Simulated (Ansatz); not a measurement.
CH$_{7}$GeN$_{2}$ (SMILES C[NH][GeH][NH2]) (doublet)

The calculation's input:

```
crystal:
  periodic: [false, false, false]
  atoms:
    - { symbol: C, position_ang: [-1.2157, 0.6231, 0.6842] }
    - { symbol: "N", position_ang: [-1.1223, -0.7276, 0.1394] }
    - { symbol: Ge, position_ang: [0.6818, -1.2019, -0.0163] }
    - { symbol: "N", position_ang: [1.4924, -0.1896, -1.3565] }
    - { symbol: H, position_ang: [-0.7551, 0.6632, 1.6946] }
    - { symbol: H, position_ang: [-2.285, 0.9053, 0.7823] }
    - { symbol: H, position_ang: [-0.7185, 1.3575, 0.0133] }
    - { symbol: H, position_ang: [-1.5171, -0.7106, -0.8287] }
    - { symbol: H, position_ang: [1.4096, -0.9667, 1.3321] }
    - { symbol: H, position_ang: [1.5584, 0.7889, -0.9978] }
    - { symbol: H, position_ang: [2.4715, -0.5417, -1.4466] }
basis:
  gaussian:
    orbitals: def2-SVP
hamiltonian:
  xc: lda
magnetization:
  spin_polarized: true
  initial_magnetization: 1.0
output:
  orbitals: {}
  forces: true
```

Not at a stationary point (largest force 0.9 eV/Å).

Theory: Ansatz, SCF LDA, Gaussian basis.

**What can the converged electron density, electron localisation function and spin density tell about the bonding?**

C–N (1.46 Å): ρ at the midpoint is about 1.9 e/Å³; the ELF peaks at about 0.90 between the atoms: localised, covalent bonding.
Ge–N (1.87 Å): ρ is about 0.92 e/Å³ halfway; the ELF peaks at about 0.85 in the valence shell of N, 0.7 Å from its nucleus, and is about 0.50 at the midpoint.
C–H (1.11 Å): ρ at the midpoint is about 1.9 e/Å³; the ELF climbs to about 1 towards the hydrogen, as it does in any bond to H; a covalent bond by its length.
The unpaired spin (1 electron) lies mostly on Ge3 (about 0.7) and H9 (about 0.1), in electrons by Hirshfeld's partition.

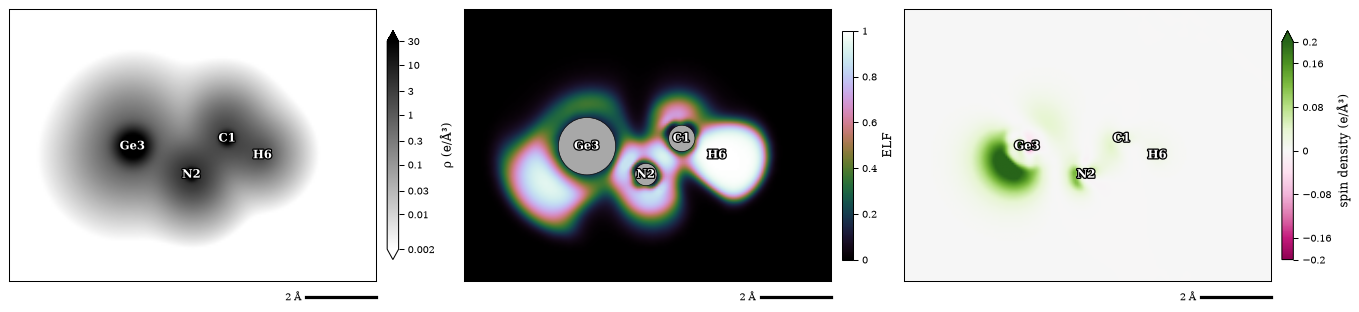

Computed electron density, electron localisation function and spin density on the plane of atoms C1, N2 and Ge3, in this order. Grey discs cover the atomic cores in the ELF map. 
